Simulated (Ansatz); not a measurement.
SiH$_{5}$F: several calculations on one system

## 1. Relaxation

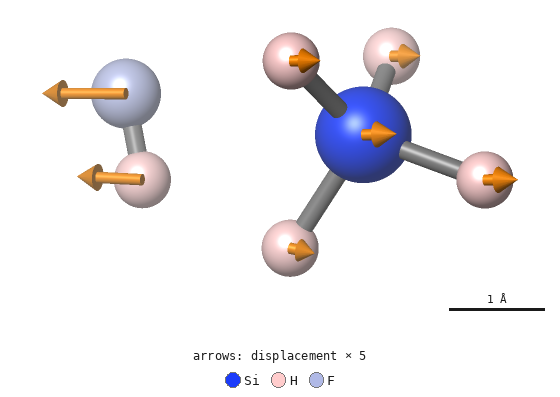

This is a relaxation of SiH₅F. The starting structure is drawn; orange arrows show the displacements, 5 times their true length. The two geometries are superimposed by the best rigid fit.

A ball-and-stick model, seen at a tilt.

The run prepares an end point of a later path (reaction) calculation, from a guessed geometry.

Level of theory: Ansatz 0.2.0, RKS B3LYP-D4/def2-SVP. Settings: no spin polarisation; force threshold 0.03 eV/Å; at most 50 steps.

### Describe the change and its energy.

The atom that moves furthest after the best rigid fit is the F atom (0.20 Å). By element the largest moves are F 0.20 Å, H 0.15 Å, Si 0.08 Å. Some distances before and after: H–Si 1.474 → 1.497 Å. Over 4 accepted moves (5 points after the start) the energy falls by 0.038 eV. The largest force component goes from 0.54 to 0.019 eV/Å. The line search rejected the trial step at point 2 of the run.

## 2. Relaxation

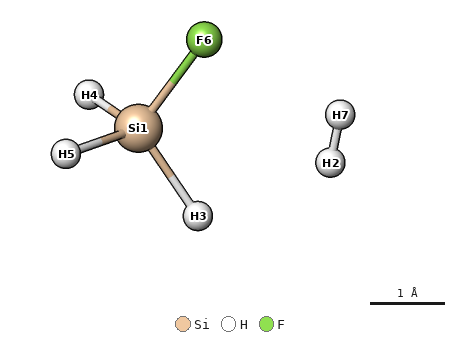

Starting structure of SiH₅F. The picture is a ball-and-stick view, seen from a free direction.

The run prepares an end point of a later path (reaction) calculation, from a guessed geometry.

Method: RKS B3LYP-D4/def2-SVP in Ansatz 0.2.0.

Input file:
```yaml
crystal:
  periodic: [false, false, false]
  atoms:
    - { symbol: Si, position_ang: [-0.455164, 0.0, -0.403766] }
    - { symbol: H, position_ang: [0.16363, 0.0, 2.200788] }
    - { symbol: H, position_ang: [0.851157, 0.0, 0.300297] }
    - { symbol: H, position_ang: [-0.552603, 1.228208, -1.240161] }
    - { symbol: H, position_ang: [-0.552603, -1.228208, -1.240161] }
    - { symbol: F, position_ang: [-1.69633, 0.0, 0.623639] }
    - { symbol: H, position_ang: [-0.523788, 0.0, 2.399765] }
basis:
  gaussian: { orbitals: def2-SVP }
hamiltonian:
  xc: b3lyp
  dispersion: d4
relax:
  f_tol: 0.03
  max_steps: 50
output:
  orbitals: {}
```

Launched with:
```bash
ansatz run input.yaml --threads 1 --pin off --max-ram 2048MiB --backend cpu --events-out ev --progress --plain --runs-dir out
```

**Predict the outcome.**

H2 moves most after the best rigid fit: 1.25 Å. Largest moves by element: H 1.25 Å, Si 0.35 Å, F 0.31 Å. Near-neighbour distances that change, for instance: H2–H7 0.716 → 0.762 Å, Si1–F6 1.611 → 1.633 Å. Bond angles that change, for instance: H3–Si1–F6 112.1° → 108.3°. Over 12 geometry steps the energy falls by 27.1 kJ/mol. Largest force component: 1.8 eV/Å at the start, 0.024 eV/Å at the end. The forces were under the threshold at step 7, but the run went on from there. Cost: 16 s on 1 thread of Arm Neoverse V1, with other jobs on the host, peak memory 0.11 GiB.

The structure at the end:

```xyz
7

Si   -0.4124    0.0000   -0.7480
H    -0.0886    0.0000    3.4256
H     0.9977    0.0000   -0.2753
H    -0.6954    1.2221   -1.5463
H    -0.6954   -1.2221   -1.5463
F    -1.3912    0.0000    0.5586
H    -0.4803    0.0000    2.7720
```

After the run, drawn alike:

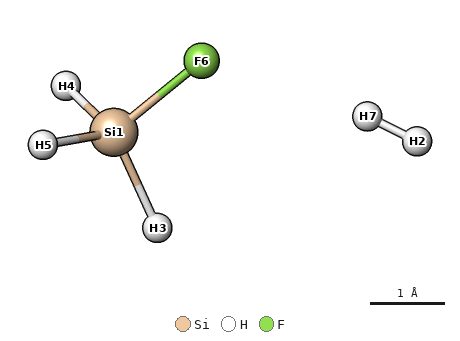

## 3. Path

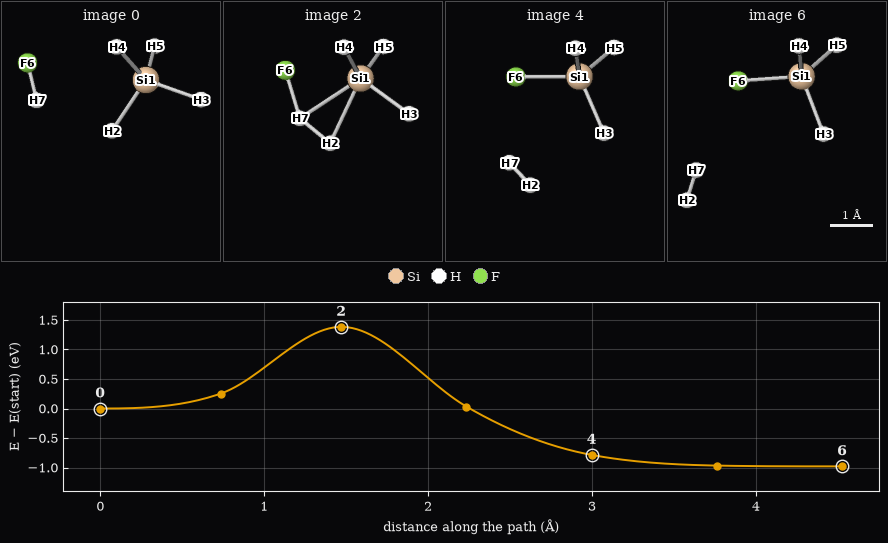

NEB run on SiH₅F. Images are numbered from 0 (start) to 6 (end). Style: ball-and-stick. Shown at a tilt.

These are results of Ansatz 0.2.0, RKS B3LYP-D4/def2-SVP, not measurements.

Input file:
```yaml
crystal:
  periodic: [false, false, false]
  atoms:
    - { symbol: Si, position_ang: [0.277578, 0.0, -0.117099] }
    - { symbol: H, position_ang: [0.248618, -1.0e-06, 1.379746] }
    - { symbol: H, position_ang: [1.706743, 1.0e-06, -0.541678] }
    - { symbol: H, position_ang: [-0.395485, 1.224475, -0.623144] }
    - { symbol: H, position_ang: [-0.395485, -1.224475, -0.623145] }
    - { symbol: F, position_ang: [-2.455237, 0.0, 1.280051] }
    - { symbol: H, position_ang: [-1.752431, 1.0e-06, 1.88567] }
basis:
  gaussian: { orbitals: def2-SVP }
hamiltonian:
  xc: b3lyp
  dispersion: d4
neb:
  order_check: false
  images: 5
  f_tol: 0.05
  max_iterations: 60
  final_atoms:
    - { symbol: Si, position_ang: [-0.25614971, 3.2e-07, -0.7394984] }
    - { symbol: H, position_ang: [-0.51451024, -3.1e-07, 3.4386204] }
    - { symbol: H, position_ang: [1.07473045, 3.3e-07, -0.07579666] }
    - { symbol: H, position_ang: [-0.42565727, 1.22205343, -1.56932266] }
    - { symbol: H, position_ang: [-0.42565706, -1.22205257, -1.56932301] }
    - { symbol: F, position_ang: [-1.40675291, 5.0e-08, 0.41868603] }
    - { symbol: H, position_ang: [-0.81170226, -2.4e-07, 2.73703531] }
  initial_path:
    images:
      - { positions_ang: [[0.277578, 0.0, -0.117099], [0.248618, -1.0e-06, 1.379746], [1.706743, 1.0e-06, -0.541678], [-0.395485, 1.224475, -0.623144], [-0.395485, -1.224475, -0.623145], [-2.455237, 0.0, 1.280051], [-1.752431, 1.0e-06, 1.88567]] }
      - { positions_ang: [[0.18857524, 8.0e-08, -0.07426887], [0.15210678, -7.3e-07, 1.52671699], [1.60470951, 7.8e-07, -0.50626829], [-0.48466403, 1.21345011, -0.58015374], [-0.48466402, -1.21344989, -0.58015459], [-2.23657724, 3.0e-08, 1.03874444], [-1.50518523, 6.1e-07, 1.81578505]] }
      - { positions_ang: [[0.09957247, 1.5e-07, -0.03143875], [0.05559556, -4.6e-07, 1.67368799], [1.50267603, 5.6e-07, -0.47085858], [-0.57384306, 1.20242523, -0.53716347], [-0.57384305, -1.20242477, -0.53716417], [-2.01791748, 6.0e-08, 0.79743789], [-1.25793946, 2.2e-07, 1.7459001]] }
      - { positions_ang: [[0.01056971, 2.3e-07, 0.01139138], [-0.04091567, -1.9e-07, 1.82065898], [1.40064254, 3.5e-07, -0.43544887], [-0.66302209, 1.19140034, -0.49417321], [-0.66302207, -1.19139966, -0.49417376], [-1.79925773, 9.0e-08, 0.55613133], [-1.01069369, -1.6e-07, 1.67601515]] }
      - { positions_ang: [[-0.07833677, 2.6e-07, -0.23890522], [-0.19878052, -2.3e-07, 2.35997945], [1.29200518, 3.4e-07, -0.3155648], [-0.58390048, 1.20161804, -0.85255636], [-0.5839004, -1.2016173, -0.85255685], [-1.66842279, 8.0e-08, 0.51031623], [-0.94436321, -1.9e-07, 2.02968854]] }
      - { positions_ang: [[-0.16724324, 2.9e-07, -0.48920181], [-0.35664538, -2.7e-07, 2.89929993], [1.18336781, 3.4e-07, -0.19568073], [-0.50477888, 1.21183573, -1.21093951], [-0.50477873, -1.21183494, -1.21093993], [-1.53758785, 6.0e-08, 0.46450113], [-0.87803274, -2.1e-07, 2.38336192]] }
      - { positions_ang: [[-0.25614971, 3.2e-07, -0.7394984], [-0.51451024, -3.1e-07, 3.4386204], [1.07473045, 3.3e-07, -0.07579666], [-0.42565727, 1.22205343, -1.56932266], [-0.42565706, -1.22205257, -1.56932301], [-1.40675291, 5.0e-08, 0.41868603], [-0.81170226, -2.4e-07, 2.73703531]] }
```

Run as
```bash
ansatz run input.yaml --threads 1 --pin off --max-ram 2048MiB --backend cpu --events-out ev --progress --plain --runs-dir out
```

Read off the barrier and say what moves.

The energy climbs by 1.38 eV to image 2 and then falls by 2.36 eV, so the end point sits at −0.98 eV. Breaking: F6–H7 (0.93 → 1.21 at the top → 2.39 Å), Si1–H2 (1.50 → 1.74 at the top → 4.19 Å). Forming: H2–H7 (2.06 → 0.98 at the top → 0.76 Å), Si1–F6 (3.07 → 1.94 at the top → 1.63 Å). The band converged in 10 iterations. The largest component of the band force went from 5.8 to 0.028 eV/Å. The climbing image converged on the top of the path. Its vibrational analysis gives 2 imaginary modes over 30i cm⁻¹, so it isn't confirmed as a transition state.

The run took 64 s on 1 thread of Arm Neoverse V1 (shared host), peak memory 0.1 GiB.
